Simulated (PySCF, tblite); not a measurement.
# C₆H₁₁P: dynamics, then NMR shifts on frames

How do NMR shifts of C₆H₁₁P (`C#CCPCCC`) change as the atoms move?

Programs: tblite 0.8.0 and PySCF 2.14.0, with density-fitted response routines of our own. Each step states its level of theory. These are calculated values for one molecule in the gas phase, unless marked as measured. Atoms count from 0, in the outputs and in this text.

### 1 Starting geometry

18 atoms, charge 0, multiplicity 1; geometry from: GFN2-xTB.

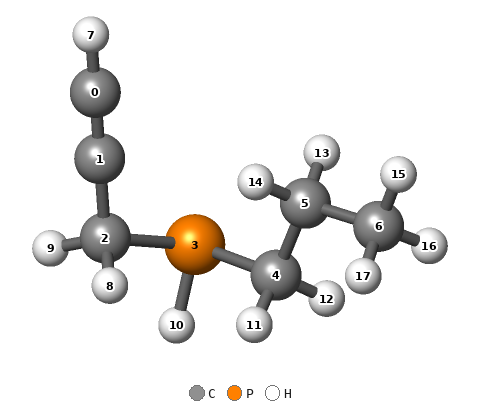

As it starts; carbon grey, phosphorus orange, hydrogen white, atoms numbered.

### 2 A short Langevin run with GFN2-xTB

The job: settings as JSON, then the geometry in Å.

```
{"job": {"kind": "md", "xc": "GFN2-xTB", "basis": "xTB", "temperature": 300, "steps": 2000, "every": 50, "frames": 5}, "charge": 0, "multiplicity": 1}
C     -2.628046     1.753413    -0.320374
C     -2.373379     0.589440    -0.202248
C     -2.065641    -0.814680    -0.075451
P     -0.835106    -1.377309    -1.377375
C      0.760446    -0.967079    -0.506386
C      1.066059     0.527115    -0.548888
C      2.449311     0.831351     0.013451
H     -2.856889     2.772599    -0.413290
H     -1.672948    -1.026703     0.924388
H     -2.980088    -1.395690    -0.233333
H     -0.853824    -2.710522    -0.932929
H      0.730719    -1.324183     0.527882
H      1.546691    -1.517791    -1.032655
H      1.007548     0.874190    -1.583626
H      0.308483     1.070492     0.021066
H      2.647221     1.899954    -0.020730
H      3.216989     0.319752    -0.563817
H      2.523695     0.501967     1.047900
```

Level: GFN2-xTB Langevin dynamics, gas phase.

The run is started by

```console
OMP_NUM_THREADS=1 python probes_run.py task.json out
```

One launch serves the whole session: the jobs run in the order shown.

Log:

```text
t/fs     T/K      E/eV
    0.0   254.5   -568.47845
   25.0   181.8   -568.18986
   50.0   219.7   -568.21728
   75.0   192.8   -568.12051
  100.0   224.1   -568.04798
  125.0   247.0   -567.98823
  150.0   258.0   -567.98657
  175.0   301.9   -567.96555
  200.0   327.8   -567.74065
  225.0   369.5   -567.77471
  250.0   333.5   -567.61105
  275.0   331.3   -567.67939
  300.0   440.6   -567.70499
  325.0   451.8   -567.67439
  350.0   391.5   -567.70073
  375.0   396.9   -567.78876
  400.0   347.9   -567.93160
  425.0   272.3   -567.80552
  450.0   374.4   -568.02251
  475.0   295.8   -567.97423
  500.0   298.1   -567.76225
  525.0   275.0   -567.64878
  550.0   332.3   -567.85377
  575.0   282.1   -567.79896
  600.0   232.5   -567.66784
  625.0   391.2   -567.92652
  650.0   276.7   -567.81751
  675.0   273.8   -567.91712
  700.0   254.2   -567.62985
  725.0   400.3   -568.01000
  750.0   312.5   -567.92035
  775.0   304.9   -567.72214
  800.0   263.4   -567.84269
  825.0   236.0   -567.77643
  850.0   283.8   -567.81384
  875.0   290.1   -567.89430
  900.0   289.7   -567.89819
  925.0   284.5   -567.84042
  950.0   255.1   -567.70395
  975.0   301.0   -567.96401
 1000.0   268.3   -568.01472
```

Wall time 53 s (1 thread of AMD EPYC, shared host); peak memory 0.18 GiB.

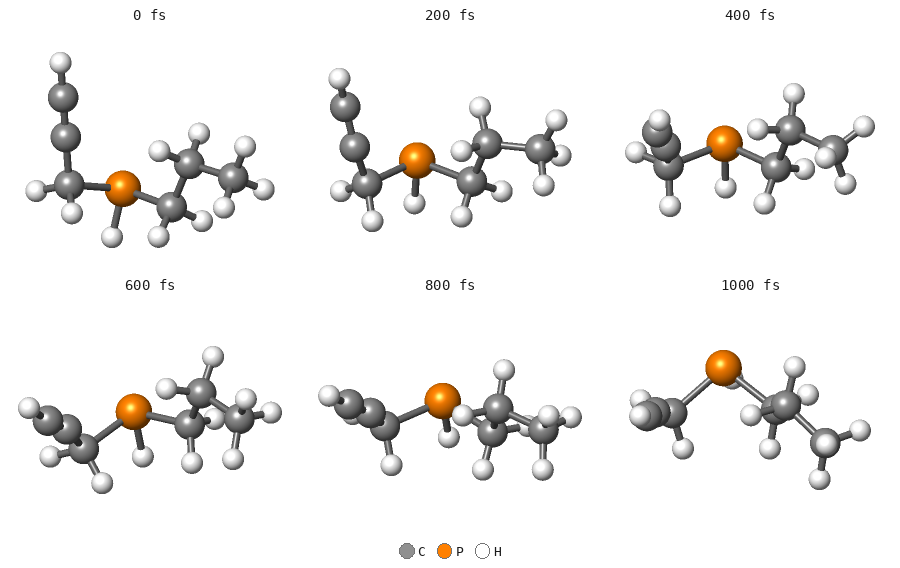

Frames of the run.

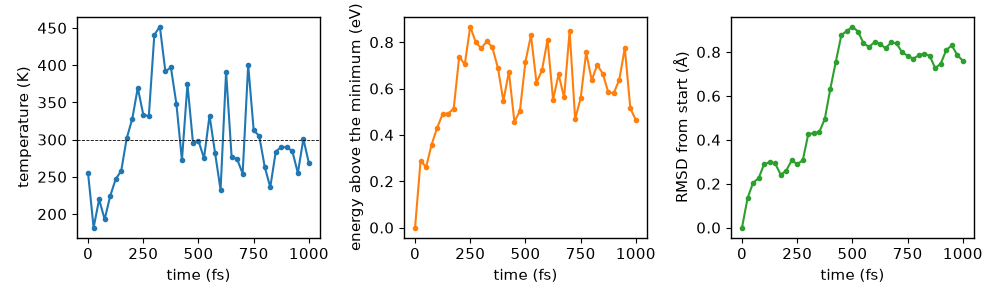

Temperature, potential energy and distance from the start.

Positions (Å) and forces (eV/Å) at 1000 fs:

```xyz
18

C    -1.921   -0.270    1.272    0.066   -0.982   -1.755
C    -1.923   -0.803    0.208    0.485   -0.485    0.020
C    -1.706   -1.512   -1.011   -1.169    0.212   -0.956
P    -0.701   -0.426   -2.160    0.701    0.499    1.061
C     1.037   -0.910   -1.566   -0.591    0.313    0.767
C     1.515    0.054   -0.454   -0.378   -1.820   -0.636
C     2.861   -0.449    0.092   -0.491    0.998   -0.804
H    -1.938    0.238    2.117   -0.210    1.532    2.613
H    -1.245   -2.481   -0.902    0.261   -0.297    0.298
H    -2.716   -1.668   -1.460    0.508    0.060   -0.080
H    -0.615   -1.343   -3.130   -0.181   -1.014   -1.160
H     1.090   -1.958   -1.199   -0.126    0.512   -0.427
H     1.683   -0.735   -2.395    0.494   -0.333   -0.849
H     1.508    1.027   -0.931    0.372    0.308    0.537
H     0.743   -0.047    0.288   -0.150    0.531    0.709
H     3.615   -0.265   -0.653    0.437    0.111   -0.246
H     2.895   -1.492    0.321   -0.411   -0.594    0.118
H     3.090    0.104    0.968    0.382    0.447    0.791
```

### 3 NMR shieldings: 250 fs, PBE0/pcSseg-1

The job: settings as JSON, then the geometry in Å.

```
{"job": {"kind": "nmr", "xc": "PBE0", "basis": "pcSseg-1", "pop": false}, "charge": 0, "multiplicity": 1}
C     -2.666200     1.094400     0.877300
C     -2.469500     0.055800     0.293300
C     -2.057600    -1.274900     0.067100
P     -0.982400    -1.381100    -1.434400
C      0.757100    -1.088200    -0.789700
C      1.128800     0.447000    -0.737300
C      2.663500     0.638000    -0.613900
H     -2.735200     2.044900     1.148000
H     -1.556900    -1.618100     0.977400
H     -2.949600    -1.940400     0.066200
H     -0.718500    -2.778100    -1.339800
H      0.750200    -1.542500     0.206200
H      1.567900    -1.567700    -1.246000
H      0.934200     1.014200    -1.646300
H      0.590200     0.835600     0.115600
H      2.757500     1.709900    -0.713400
H      3.122400     0.179600    -1.479700
H      3.091700     0.334900     0.380100
```

Level: GIAO PBE0/pcSseg-1 NMR shielding, non-relativistic, gas phase.

Log:

```text
coarse grid: 14960 points
cycle   1  E = -575.9325509744  dE =  6.447e-01  |g| = 4.482e-01  |ddm| = 3.766e+00
cycle   2  E = -575.9271389422  dE =  5.412e-03  |g| = 4.707e-01  |ddm| = 1.068e+00
cycle   3  E = -575.9844546391  dE = -5.732e-02  |g| = 9.592e-02  |ddm| = 6.220e-01
cycle   4  E = -575.9861774501  dE = -1.723e-03  |g| = 5.491e-02  |ddm| = 1.188e-01
cycle   5  E = -575.9868923076  dE = -7.149e-04  |g| = 1.243e-02  |ddm| = 4.831e-02
cycle   6  E = -575.9869305006  dE = -3.819e-05  |g| = 3.133e-03  |ddm| = 1.473e-02
cycle   7  E = -575.9869329720  dE = -2.471e-06  |g| = 7.417e-04  |ddm| = 3.858e-03
final grid: 138272 points
cycle   8  E = -576.0323295692  dE = -3.536e-05  |g| = 8.263e-03  |ddm| = 3.180e-02
cycle   9  E = -576.0323222747  dE =  7.294e-06  |g| = 9.863e-03  |ddm| = 1.634e-02
cycle  10  E = -576.0323469682  dE = -2.469e-05  |g| = 1.373e-03  |ddm| = 9.411e-03
cycle  11  E = -576.0323473914  dE = -4.232e-07  |g| = 4.513e-04  |ddm| = 1.242e-03
cycle  12  E = -576.0323474413  dE = -4.996e-08  |g| = 1.051e-04  |ddm| = 4.632e-04
cycle  13  E = -576.0323474441  dE = -2.796e-09  |g| = 3.240e-05  |ddm| = 1.383e-04
cycle  14  E = -576.0323474444  dE = -2.674e-10  |g| = 6.505e-06  |ddm| = 3.806e-05
converged SCF energy = -576.0323474444

GIAO shielding tensors (ppm)
atom      isotropic    diamagn.    paramagn.     s11        s22        s33       span
  0 C      106.293     263.344    -157.052     26.491     40.403    251.984    225.493
  1 C       95.327     266.776    -171.449    -11.906      2.194    295.692    307.599
  2 C      170.424     251.724     -81.301    158.263    167.065    185.944     27.681
  3 P      422.749     963.262    -540.514    332.697    403.200    532.348    199.651
  4 C      152.285     255.044    -102.759    132.483    150.050    174.323     41.840
  5 C      155.962     248.535     -92.573    133.375    159.063    175.449     42.073
  6 C      164.517     248.181     -83.664    151.953    159.163    182.434     30.481
  7 H       32.121      36.075      -3.954     26.586     26.683     43.095     16.509
  8 H       28.580      32.040      -3.460     24.140     28.063     33.537      9.397
  9 H       28.652      26.377       2.276     22.853     27.262     35.843     12.990
 10 H       27.579      28.168      -0.588     22.002     26.920     33.816     11.815
 11 H       29.619      34.843      -5.224     25.481     30.009     33.366      7.886
 12 H       31.193      34.374      -3.180     26.074     31.308     36.198     10.125
 13 H       29.960      33.053      -3.093     24.148     31.173     34.561     10.412
 14 H       29.712      34.847      -5.135     24.215     30.786     34.136      9.921
 15 H       30.260      29.654       0.606     25.075     28.355     37.350     12.275
 16 H       30.680      29.753       0.927     26.739     29.227     36.073      9.334
 17 H       29.639      29.143       0.495     25.699     27.396     35.822     10.123
```

Run time: 63 s. Hardware: 1 thread of AMD EPYC, shared host; peak memory 0.98 GiB.

The references, computed at this level on geometries of the same kind, shield at (ppm): ¹H TMS 31.72, ¹³C TMS 186.9, ³¹P H3PO4 318.4. Their shielding less the atom's gives the shift. The references are single molecules in the gas phase, so shifts against H2O, NH3, PH3, H3PO4 or CFCl3 are not on the usual liquid scales and can be off by tens of ppm. Each atom is listed at this fixed geometry, with no averaging over motion; a spectrum would average atoms that exchange fast.

| atoms | environment | σ (ppm) | δ (ppm) |
| --- | --- | --- | --- |
| C1 | alkyne carbon | 95.3 | 91.6 |
| C0 | terminal alkyne carbon | 106.3 | 80.6 |
| C4 | sp3 CH2 bonded to P | 152.3 | 34.6 |
| C5 | sp3 CH2 | 156.0 | 31.0 |
| C6 | methyl carbon | 164.5 | 22.4 |
| C2 | propargylic sp3 CH2 bonded to P | 170.4 | 16.5 |
| H10 | hydrogen on a phosphorus bonded to 2 C | 27.58 | 4.14 |
| H8 | hydrogen on a propargylic sp3 CH2 bonded to P | 28.58 | 3.14 |
| H9 | hydrogen on a propargylic sp3 CH2 bonded to P | 28.65 | 3.06 |
| H11 | hydrogen on an sp3 CH2 bonded to P | 29.62 | 2.10 |
| H17 | hydrogen on a methyl carbon | 29.64 | 2.08 |
| H14 | hydrogen on an sp3 CH2 | 29.71 | 2.00 |
| H13 | hydrogen on an sp3 CH2 | 29.96 | 1.76 |
| H15 | hydrogen on a methyl carbon | 30.26 | 1.46 |
| H16 | hydrogen on a methyl carbon | 30.68 | 1.04 |
| H12 | hydrogen on an sp3 CH2 bonded to P | 31.19 | 0.52 |
| H7 | hydrogen on a terminal alkyne carbon | 32.12 | -0.40 |
| P3 | phosphorus bonded to 2 C, H | 422.7 | -104.4 |

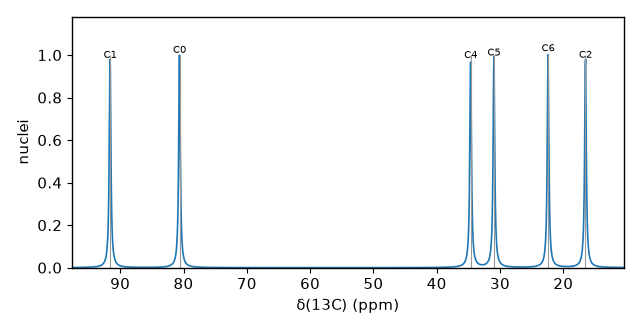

¹³C lines at the computed shifts, without couplings. Lines are broadened to a width of 0.30 ppm (Lorentzian).

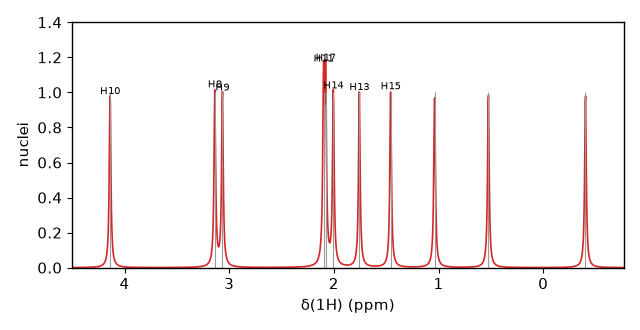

¹H lines at the computed shifts, without couplings. Lines are broadened to a width of 0.02 ppm (Lorentzian).

### 4 Shielding tensors: 425 fs, PBE0/pcSseg-1

The job: settings as JSON, then the geometry in Å.

```
{"job": {"kind": "nmr", "xc": "PBE0", "basis": "pcSseg-1", "pop": false}, "charge": 0, "multiplicity": 1}
C     -1.701200     0.523700     1.505800
C     -1.823100    -0.341300     0.660700
C     -1.742200    -1.487800    -0.319800
P     -0.649100    -1.322800    -1.847000
C      1.029400    -0.982500    -1.043900
C      1.297800     0.480900    -0.636900
C      2.701000     0.452200    -0.046500
H     -1.902600     1.250600     2.259900
H     -1.453700    -2.412100     0.225800
H     -2.810200    -1.608200    -0.740800
H     -0.457200    -2.618500    -2.032200
H      1.048400    -1.664500    -0.194600
H      1.753100    -1.181000    -1.851100
H      1.223500     1.103000    -1.549600
H      0.606300     0.847900     0.133000
H      3.463900     0.772400    -0.722800
H      3.045300    -0.541600     0.314900
H      2.733700     1.199000     0.795800
```

Method: GIAO PBE0/pcSseg-1 NMR shielding, non-relativistic, gas phase.

Log:

```text
coarse grid: 14960 points
cycle   1  E = -575.9468444846  dE =  4.682e-01  |g| = 4.284e-01  |ddm| = 3.760e+00
cycle   2  E = -575.9367067134  dE =  1.014e-02  |g| = 4.707e-01  |ddm| = 1.050e+00
cycle   3  E = -575.9941100201  dE = -5.740e-02  |g| = 9.843e-02  |ddm| = 5.978e-01
cycle   4  E = -575.9959411602  dE = -1.831e-03  |g| = 5.717e-02  |ddm| = 1.258e-01
cycle   5  E = -575.9967161052  dE = -7.749e-04  |g| = 1.370e-02  |ddm| = 4.836e-02
cycle   6  E = -575.9967620702  dE = -4.596e-05  |g| = 3.223e-03  |ddm| = 1.562e-02
cycle   7  E = -575.9967645428  dE = -2.473e-06  |g| = 8.174e-04  |ddm| = 3.726e-03
final grid: 138272 points
cycle   8  E = -576.0420554768  dE = -3.202e-05  |g| = 8.019e-03  |ddm| = 3.216e-02
cycle   9  E = -576.0420462443  dE =  9.233e-06  |g| = 1.001e-02  |ddm| = 1.719e-02
cycle  10  E = -576.0420722569  dE = -2.601e-05  |g| = 1.169e-03  |ddm| = 1.001e-02
cycle  11  E = -576.0420725343  dE = -2.774e-07  |g| = 5.122e-04  |ddm| = 1.149e-03
cycle  12  E = -576.0420725987  dE = -6.442e-08  |g| = 1.196e-04  |ddm| = 4.664e-04
cycle  13  E = -576.0420726022  dE = -3.525e-09  |g| = 3.466e-05  |ddm| = 1.438e-04
cycle  14  E = -576.0420726025  dE = -3.056e-10  |g| = 6.855e-06  |ddm| = 4.061e-05
converged SCF energy = -576.0420726025

GIAO shielding tensors (ppm)
atom      isotropic    diamagn.    paramagn.     s11        s22        s33       span
  0 C      107.275     258.257    -150.983     30.198     33.869    257.756    227.558
  1 C       93.038     266.776    -173.738    -10.476      3.396    286.194    296.670
  2 C      164.912     251.207     -86.295    146.096    167.964    180.677     34.581
  3 P      412.769     966.482    -553.713    365.131    427.920    445.256     80.124
  4 C      150.561     254.271    -103.710    126.884    159.280    165.518     38.634
  5 C      162.443     246.486     -84.043    152.738    161.871    172.719     19.982
  6 C      166.985     245.524     -78.538    138.866    168.049    194.041     55.175
  7 H       29.628      31.241      -1.613     24.284     24.735     39.865     15.581
  8 H       27.934      29.121      -1.186     22.020     27.966     33.817     11.797
  9 H       27.778      25.208       2.570     22.075     26.571     34.689     12.614
 10 H       29.412      31.939      -2.527     25.152     27.778     35.305     10.154
 11 H       29.193      34.443      -5.250     24.579     30.524     32.476      7.897
 12 H       29.712      31.772      -2.060     24.514     30.030     34.593     10.079
 13 H       29.806      31.422      -1.616     25.582     28.946     34.890      9.308
 14 H       28.571      33.772      -5.201     21.286     28.652     35.775     14.489
 15 H       30.686      29.040       1.646     26.299     28.370     37.388     11.089
 16 H       30.428      29.448       0.979     25.949     29.886     35.448      9.499
 17 H       29.340      28.631       0.709     24.140     27.260     36.619     12.479
```

It took 62 s on 1 thread of AMD EPYC, shared host; peak memory 0.84 GiB.

This run: δ C1 93.9, C0 79.7, C4 36.4, C5 24.5, H9 3.94, H8 3.78 ppm.

[end of part 1 of 2]
